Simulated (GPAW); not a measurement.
The Na K edge of atom 1 in NaHF2 (R-3m), with 6 F at 2.32 Å (distorted octahedral, site symmetry -3m), was computed in 3 ways: full core hole (charged cell), half core hole and no core hole. Program and functional: GPAW, LDA, Gaussian full width 0.9 eV up to 4 eV, rising linearly to 3.5 eV at 25 eV; cells of 4 and 16 atoms (the run without a hole in the smaller).

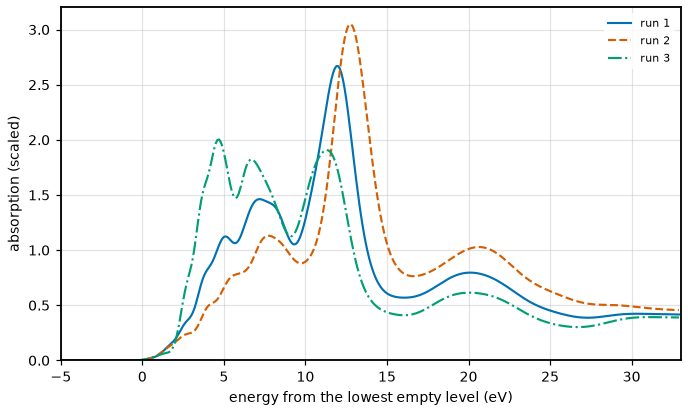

Each run is counted from its own lowest empty level or Fermi level and scaled to a mean of 1 over its first 20 eV.

Question: Which run is which?

Run 1: half core hole (area from −2 to 6 eV 3.1, main maxima 5.1 eV (1.13), 7.2 eV (1.46), 12.0 eV (2.67) and 20.1 eV (0.80)). Run 2: no core hole (area from −2 to 6 eV 2.0, main maxima 7.7 eV (1.13), 12.8 eV (3.05) and 20.6 eV (1.03)). Run 3: full core hole (charged cell) (area from −2 to 6 eV 5.4, main maxima 4.7 eV (2.00), 6.7 eV (1.82), 11.3 eV (1.91) and 20.0 eV (0.61)). With each curve scaled to its own mean, the area from −2 to 6 eV with the hole is 5.4 against 2.0, and the centre of weight from −1 to 20 eV moves by -2.6 eV: the hole pulls the absorber's empty states down.

[Hosts, paths, dates, database ids (printed as entryN), source tags and the programs' standing remarks are cut or masked in the printed files.]

[Lists of maxima count a maximum above −3 eV only where it reaches 4 % of the highest in the window and stands out from its surroundings by 2 % of it (1.5 % where it reaches 55 %); shoulders and weaker maxima are passed over, and of the rest the first, up to two pre-edge ones and the few strongest are named.]
